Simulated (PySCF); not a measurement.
# C₄H₈FN: NMR shifts at several levels of theory, part 2 of 2

PySCF 2.14.0. Atoms count from 0. The steps go on from the part before.

## Step 5: Nuclear shieldings: BHandHLYP/pcSseg-1

What the job is given:

```
{"job": {"kind": "nmr", "xc": "BHandHLYP", "basis": "pcSseg-1", "pop": false}, "charge": 0, "multiplicity": 1}
C     -1.442660    -0.195653    -0.226745
C     -0.235011     0.633332     0.163688
N      0.724634     0.929248    -0.911486
C      1.594744    -0.177257    -0.506820
C      0.883526    -0.179210     0.846592
F      0.530891    -1.400574     1.342271
H     -2.019845    -0.493425     0.661674
H     -1.150660    -1.114012    -0.758475
H     -2.108276     0.388327    -0.881964
H     -0.563415     1.534356     0.712729
H      0.355716     0.894367    -1.858832
H      2.675848     0.039207    -0.521203
H      1.419288    -1.140628    -1.022599
H      1.414561     0.377976     1.633885
```

With the program's defaults for keys left out, this is: GIAO BHandHLYP/pcSseg-1 NMR shielding, non-relativistic, gas phase.

Output:

```text
coarse grid: 11456 points
cycle   1  E = -311.4991603722  dE =  8.833e-01  |g| = 5.203e-01  |ddm| = 3.150e+00
cycle   2  E = -311.5120005326  dE = -1.284e-02  |g| = 5.171e-01  |ddm| = 6.477e-01
cycle   3  E = -311.5522726760  dE = -4.027e-02  |g| = 5.150e-02  |ddm| = 3.419e-01
cycle   4  E = -311.5526992474  dE = -4.266e-04  |g| = 1.952e-02  |ddm| = 4.395e-02
cycle   5  E = -311.5527789955  dE = -7.975e-05  |g| = 5.652e-03  |ddm| = 2.165e-02
cycle   6  E = -311.5527859686  dE = -6.973e-06  |g| = 1.184e-03  |ddm| = 5.398e-03
final grid: 110408 points
cycle   7  E = -311.5863529444  dE = -1.579e-05  |g| = 3.866e-03  |ddm| = 1.286e-02
cycle   8  E = -311.5863527862  dE =  1.582e-07  |g| = 4.178e-03  |ddm| = 6.359e-03
cycle   9  E = -311.5863560510  dE = -3.265e-06  |g| = 2.710e-04  |ddm| = 3.116e-03
cycle  10  E = -311.5863560621  dE = -1.111e-08  |g| = 1.364e-04  |ddm| = 2.868e-04
cycle  11  E = -311.5863560659  dE = -3.821e-09  |g| = 1.404e-05  |ddm| = 1.204e-04
cycle  12  E = -311.5863560659  dE = -5.889e-11  |g| = 4.520e-06  |ddm| = 2.087e-05
converged SCF energy = -311.5863560659

GIAO shielding tensors (ppm)
atom      isotropic    diamagn.    paramagn.     s11        s22        s33       span
  0 C      166.764     246.341     -79.577    149.682    170.518    180.092     30.410
  1 C      123.064     247.038    -123.973    103.543    114.651    150.999     47.456
  2 N      230.880     321.437     -90.557    183.164    241.626    267.850     84.687
  3 C      129.684     248.595    -118.910    106.580    120.681    161.792     55.212
  4 C       99.863     242.760    -142.897     69.247     82.809    147.534     78.286
  5 F      400.258     473.827     -73.569    356.557    406.975    437.241     80.684
  6 H       30.241      29.292       0.949     25.887     27.801     37.035     11.148
  7 H       30.001      30.293      -0.292     26.063     29.370     34.569      8.506
  8 H       30.336      29.429       0.906     26.707     27.758     36.542      9.836
  9 H       27.872      30.697      -2.825     23.793     27.017     32.805      9.012
 10 H       31.577      33.011      -1.434     25.163     29.110     40.458     15.295
 11 H       27.904      28.405      -0.502     24.440     25.751     33.520      9.080
 12 H       27.915      30.068      -2.153     25.335     26.392     32.019      6.684
 13 H       26.570      29.301      -2.731     22.385     26.933     30.391      8.005
```

Run time: 14 s. Hardware: 1 thread, shared host.

This run: δ C4 84.1, C1 60.9, C3 54.3, C0 17.2, H13 4.87, H9 3.57 ppm.

## Step 6: NMR shieldings: CAM-B3LYP/pcSseg-1

The job, as its differences from that of step 5:

```diff
@@ -1,2 +1,2 @@
-{"job": {"kind": "nmr", "xc": "BHandHLYP", "basis": "pcSseg-1", "pop": false}, "charge": 0, "multiplicity": 1}
+{"job": {"kind": "nmr", "xc": "CAM-B3LYP", "basis": "pcSseg-1", "pop": false}, "charge": 0, "multiplicity": 1}
 C     -1.442660    -0.195653    -0.226745
```

Method: GIAO CAM-B3LYP/pcSseg-1 NMR shielding, non-relativistic, gas phase.

Output:

```text
coarse grid: 11456 points
cycle   1  E = -311.5191862037  dE =  8.672e-01  |g| = 5.457e-01  |ddm| = 3.163e+00
cycle   2  E = -311.5154504319  dE =  3.736e-03  |g| = 6.301e-01  |ddm| = 7.613e-01
cycle   3  E = -311.5739721453  dE = -5.852e-02  |g| = 5.347e-02  |ddm| = 4.004e-01
cycle   4  E = -311.5743885250  dE = -4.164e-04  |g| = 2.317e-02  |ddm| = 4.664e-02
cycle   5  E = -311.5744949237  dE = -1.064e-04  |g| = 6.685e-03  |ddm| = 2.427e-02
cycle   6  E = -311.5745039888  dE = -9.065e-06  |g| = 1.734e-03  |ddm| = 6.338e-03
final grid: 110408 points
cycle   7  E = -311.6264421943  dE = -2.625e-05  |g| = 5.125e-03  |ddm| = 1.500e-02
cycle   8  E = -311.6264405431  dE =  1.651e-06  |g| = 6.249e-03  |ddm| = 8.432e-03
cycle   9  E = -311.6264473044  dE = -6.761e-06  |g| = 4.015e-04  |ddm| = 4.287e-03
cycle  10  E = -311.6264473297  dE = -2.531e-08  |g| = 1.820e-04  |ddm| = 4.222e-04
cycle  11  E = -311.6264473363  dE = -6.671e-09  |g| = 2.219e-05  |ddm| = 1.679e-04
cycle  12  E = -311.6264473365  dE = -1.253e-10  |g| = 9.682e-06  |ddm| = 3.408e-05
converged SCF energy = -311.6264473365

GIAO shielding tensors (ppm)
atom      isotropic    diamagn.    paramagn.     s11        s22        s33       span
  0 C      165.572     246.478     -80.906    147.722    169.594    179.400     31.678
  1 C      119.658     247.466    -127.808     99.866    110.706    148.401     48.534
  2 N      229.068     321.216     -92.149    180.417    239.651    267.135     86.718
  3 C      126.427     249.137    -122.710    103.234    116.386    159.661     56.427
  4 C       95.066     243.039    -147.973     62.662     76.599    145.938     83.277
  5 F      392.147     473.609     -81.462    347.339    398.517    430.585     83.247
  6 H       30.149      29.279       0.870     25.849     27.762     36.834     10.985
  7 H       29.912      30.392      -0.480     26.023     29.310     34.402      8.379
  8 H       30.249      29.380       0.869     26.726     27.735     36.285      9.559
  9 H       27.670      30.691      -3.021     23.574     26.963     32.473      8.899
 10 H       31.540      32.978      -1.438     25.180     29.363     40.078     14.899
 11 H       27.726      28.365      -0.639     24.358     25.685     33.136      8.778
 12 H       27.747      30.180      -2.433     25.154     26.275     31.812      6.659
 13 H       26.340      29.258      -2.919     22.189     26.694     30.136      7.947
```

Wall time 19 s (1 thread, shared host).

Key values: δ C4 87.4, C1 62.8, C3 56.0, C0 16.9, H13 4.99, H9 3.66 ppm.

## Step 7: Shielding tensors: wB97X-D/pcSseg-1

The job, as its differences from that of step 6:

```diff
@@ -1,2 +1,2 @@
-{"job": {"kind": "nmr", "xc": "CAM-B3LYP", "basis": "pcSseg-1", "pop": false}, "charge": 0, "multiplicity": 1}
+{"job": {"kind": "nmr", "xc": "wB97X-D", "basis": "pcSseg-1", "pop": false}, "charge": 0, "multiplicity": 1}
 C     -1.442660    -0.195653    -0.226745
```

With the program's defaults for keys left out, this is: GIAO wB97X-D/pcSseg-1 NMR shielding, non-relativistic, gas phase.

Output:

```text
coarse grid: 11456 points
cycle   1  E = -311.5652940530  dE =  9.153e-01  |g| = 5.414e-01  |ddm| = 3.155e+00
cycle   2  E = -311.5712442982  dE = -5.950e-03  |g| = 5.807e-01  |ddm| = 6.925e-01
cycle   3  E = -311.6204878504  dE = -4.924e-02  |g| = 4.741e-02  |ddm| = 3.478e-01
cycle   4  E = -311.6208517425  dE = -3.639e-04  |g| = 1.964e-02  |ddm| = 4.167e-02
cycle   5  E = -311.6209279715  dE = -7.623e-05  |g| = 6.590e-03  |ddm| = 2.278e-02
cycle   6  E = -311.6209372521  dE = -9.281e-06  |g| = 1.460e-03  |ddm| = 6.434e-03
final grid: 110408 points
cycle   7  E = -311.6659332183  dE = -2.059e-04  |g| = 7.680e-03  |ddm| = 4.496e-02
cycle   8  E = -311.6659350787  dE = -1.860e-06  |g| = 8.048e-03  |ddm| = 1.347e-02
cycle   9  E = -311.6659452060  dE = -1.013e-05  |g| = 6.700e-04  |ddm| = 5.199e-03
cycle  10  E = -311.6659453143  dE = -1.083e-07  |g| = 3.834e-04  |ddm| = 1.241e-03
cycle  11  E = -311.6659453505  dE = -3.620e-08  |g| = 6.574e-05  |ddm| = 4.456e-04
cycle  12  E = -311.6659453526  dE = -2.066e-09  |g| = 2.417e-05  |ddm| = 1.735e-04
cycle  13  E = -311.6659453528  dE = -2.676e-10  |g| = 1.189e-05  |ddm| = 6.686e-05
converged SCF energy = -311.6659453528

GIAO shielding tensors (ppm)
atom      isotropic    diamagn.    paramagn.     s11        s22        s33       span
  0 C      167.318     247.367     -80.049    150.133    171.080    180.741     30.609
  1 C      123.065     248.119    -125.054    103.656    114.158    151.380     47.724
  2 N      232.002     321.767     -89.765    183.857    243.250    268.900     85.043
  3 C      129.292     249.467    -120.176    106.311    120.017    161.546     55.235
  4 C       98.674     243.472    -144.798     66.442     80.401    149.179     82.738
  5 F      392.905     473.195     -80.290    348.829    400.065    429.821     80.992
  6 H       30.210      29.343       0.867     25.871     27.768     36.991     11.121
  7 H       29.974      30.360      -0.386     26.076     29.331     34.515      8.440
  8 H       30.295      29.474       0.821     26.719     27.743     36.422      9.703
  9 H       27.765      30.813      -3.048     23.676     26.978     32.641      8.965
 10 H       31.603      33.029      -1.426     25.213     29.256     40.341     15.128
 11 H       27.816      28.436      -0.620     24.377     25.710     33.361      8.984
 12 H       27.816      30.119      -2.303     25.224     26.299     31.926      6.702
 13 H       26.443      29.390      -2.947     22.264     26.789     30.276      8.012
```

Run time: 19 s. Hardware: 1 thread, shared host.

Key values: δ C4 85.9, C1 61.5, C3 55.2, C0 17.2, H13 4.94, H9 3.61 ppm.

## Step 8: Nuclear shieldings: LC-wPBE/pcSseg-1

The job, as its differences from that of step 7:

```diff
@@ -1,2 +1,2 @@
-{"job": {"kind": "nmr", "xc": "wB97X-D", "basis": "pcSseg-1", "pop": false}, "charge": 0, "multiplicity": 1}
+{"job": {"kind": "nmr", "xc": "LC-wPBE", "basis": "pcSseg-1", "pop": false}, "charge": 0, "multiplicity": 1}
 C     -1.442660    -0.195653    -0.226745
```

Method: GIAO LC-wPBE/pcSseg-1 NMR shielding, non-relativistic, gas phase.

Output:

```text
coarse grid: 11456 points
cycle   1  E = -311.4674383150  dE =  1.040e+00  |g| = 5.723e-01  |ddm| = 3.138e+00
cycle   2  E = -311.4845137314  dE = -1.708e-02  |g| = 5.767e-01  |ddm| = 6.639e-01
cycle   3  E = -311.5320726505  dE = -4.756e-02  |g| = 5.209e-02  |ddm| = 3.418e-01
cycle   4  E = -311.5325852274  dE = -5.126e-04  |g| = 2.008e-02  |ddm| = 5.333e-02
cycle   5  E = -311.5326708264  dE = -8.560e-05  |g| = 7.562e-03  |ddm| = 2.530e-02
cycle   6  E = -311.5326833028  dE = -1.248e-05  |g| = 1.432e-03  |ddm| = 8.240e-03
cycle   7  E = -311.5326840520  dE = -7.493e-07  |g| = 5.575e-04  |ddm| = 2.804e-03
final grid: 110408 points
cycle   8  E = -311.5860261462  dE = -5.527e-05  |g| = 9.881e-03  |ddm| = 3.083e-02
cycle   9  E = -311.5860237820  dE =  2.364e-06  |g| = 1.080e-02  |ddm| = 1.341e-02
cycle  10  E = -311.5860409823  dE = -1.720e-05  |g| = 4.945e-04  |ddm| = 5.764e-03
cycle  11  E = -311.5860410414  dE = -5.916e-08  |g| = 2.374e-04  |ddm| = 6.005e-04
cycle  12  E = -311.5860410561  dE = -1.469e-08  |g| = 2.986e-05  |ddm| = 2.789e-04
cycle  13  E = -311.5860410567  dE = -5.623e-10  |g| = 1.216e-05  |ddm| = 8.428e-05
converged SCF energy = -311.5860410567

GIAO shielding tensors (ppm)
atom      isotropic    diamagn.    paramagn.     s11        s22        s33       span
  0 C      172.147     247.058     -74.911    155.618    175.805    185.019     29.401
  1 C      129.662     247.683    -118.021    110.737    120.500    157.751     47.014
  2 N      239.287     321.393     -82.106    192.078    250.334    275.448     83.370
  3 C      135.061     249.273    -114.213    112.796    125.762    166.623     53.826
  4 C      103.287     243.430    -140.143     70.298     84.145    155.418     85.120
  5 F      400.279     472.919     -72.640    357.766    407.222    435.850     78.084
  6 H       30.195      29.235       0.960     25.706     27.635     37.243     11.538
  7 H       29.936      30.121      -0.186     25.878     29.203     34.727      8.849
  8 H       30.240      29.389       0.851     26.452     27.597     36.672     10.220
  9 H       27.809      30.824      -3.015     23.563     26.875     32.988      9.425
 10 H       31.503      32.985      -1.482     24.975     28.931     40.602     15.626
 11 H       27.837      28.475      -0.638     24.264     25.613     33.635      9.371
 12 H       27.879      30.001      -2.122     25.184     26.377     32.078      6.893
 13 H       26.404      29.459      -3.056     22.169     26.661     30.382      8.213
```

Run time: 31 s. Hardware: 1 thread, shared host.

In short: δ C4 85.3, C1 58.9, C3 53.5, C0 16.4, H13 4.92, H9 3.52 ppm.

## Step 9: Run by run: NMR shifts

Shifts (ppm) of some atoms, chosen among heavy atoms and hydrogens apart, with basis size and wall time:

| run | C4 | C1 | C3 | H12 | H10 | N2 | F5 | functions | time |
| --- | --- | --- | --- | --- | --- | --- | --- | --- | --- |
| WP04/pcSseg-1 | 89.9 | 65.6 | 57.7 | 3.54 | 0.17 | 37.0 | -205.3 | 142 | 16 s |
| B97-2/pcSseg-1 | 85.6 | 62.2 | 55.3 | 3.65 | -0.18 | 35.7 | -208.8 | 142 | 18 s |
| BHandHLYP/pcSseg-1 | 84.1 | 60.9 | 54.3 | 3.53 | -0.13 | 34.1 | -195.9 | 142 | 14 s |
| CAM-B3LYP/pcSseg-1 | 87.4 | 62.8 | 56.0 | 3.58 | -0.21 | 38.2 | -203.0 | 142 | 19 s |
| wB97X-D/pcSseg-1 | 85.9 | 61.5 | 55.2 | 3.56 | -0.22 | 32.0 | -205.7 | 142 | 19 s |
| LC-wPBE/pcSseg-1 | 85.3 | 58.9 | 53.5 | 3.45 | -0.18 | 28.4 | -194.4 | 142 | 31 s |

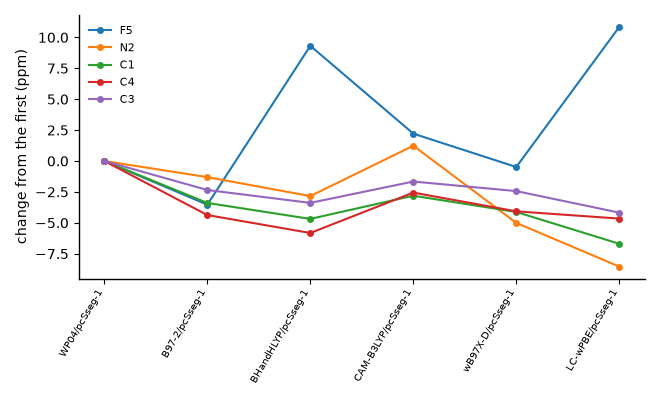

How five of the tabulated atoms move from run to run.

## Step 10: Summary of results

The summary covers parts 1 to 2.

| quantity | value |
| --- | --- |
| point group | C1 |
| rotational constants (main isotopes) | 4.66, 3.97, 2.57 GHz |
| 13C shifts against TMS (WP04/pcSseg-1) | 89.9, 65.6, 57.7, 18.7 ppm |
| 1H shifts against TMS (WP04/pcSseg-1, means over atoms taken as alike) | 4.80, 3.54, 3.54, 3.43, 1.24, 0.17 ppm |
| 15N shifts against NH3 (WP04/pcSseg-1) | 37.0 ppm |
| 19F shifts against CFCl3 (WP04/pcSseg-1) | -205.3 ppm |
| range of the shift of F5 | -208.8 to -194.4 ppm |

Single values in the summary come from the first run of each kind that ended normally (WP04/pcSseg-1), which need not be the best level. The optimisation took 7 steps and gained 0.036 eV; among the close pairs (by a distance rule), C0–H8 changed most, from 1.088 to 1.102 Å. The most deshielded carbon is C4 (sp3 CH bonded to F), at 89.9 ppm: pulled downfield by the heteroatom. H13 (hydrogen on an sp3 CH bonded to F) lies farthest downfield among hydrogen, at 4.80 ppm; its carbon carries F, an electronegative neighbour. Across the 6 runs the shift of F5 moves most, between -208.8 (B97-2/pcSseg-1) and -194.4 ppm (LC-wPBE/pcSseg-1).
